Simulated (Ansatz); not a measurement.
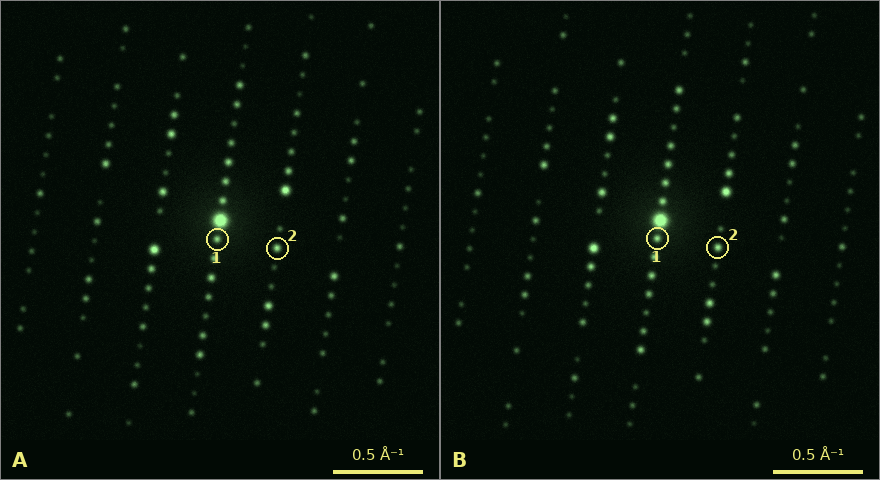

Kinematic electron diffraction patterns (120 kV, B = 0.5 Å², same scale) along [100] of the run's own cell, for the start and the end of one relaxation of B2Cl3 with Ansatz, DFT PBE, scalar-relativistic, plane waves, PAW. k mesh 12×12×4. The start is a generated model structure, and the relaxation ends in the nearest stationary point of its symmetry, not necessarily the ground state. Spot 1 is 0 0 -1 and spot 2 is 0 1 -1 in both.

Start structure:

```
CELL_PARAMETERS angstrom
3.38614 0.00000 0.00000
-1.69307 2.93248 0.00000
0.00000 0.00000 9.12759
ATOMIC_POSITIONS crystal
B 0.33333 0.66667 0.16046
B 0.66667 0.33333 0.83954
Cl 0.00000 0.00000 0.00000
Cl 0.33333 0.66667 0.70307
Cl 0.66667 0.33333 0.29693
```

Question: Which pattern belongs to the start structure, and which to the relaxed one?

Answer: A is the start: its cell gives d(1) = 9.128 Å, d(2) = 2.792 Å and an angle of 72.2°. B is the relaxed structure, with d(1) = 9.478 Å (+3.8 %), d(2) = 2.768 Å (-0.8 %) and 73.0°.

Question: Summarise the relaxation behind the change.

Answer: The volume changed by +1.2 % to 18.34 Å³ an atom; with the mean shift removed, the atoms moved by up to 0.05 Å relative to the cell (Cl most); the space group stayed P-3m1 (No. 164); the free energy fell by 2 meV an atom. Relaxed cell: a = 3.342 Å, b = 3.342 Å, c = 9.478 Å, α = 90.00°, β = 90.00°, γ = 120.00°.
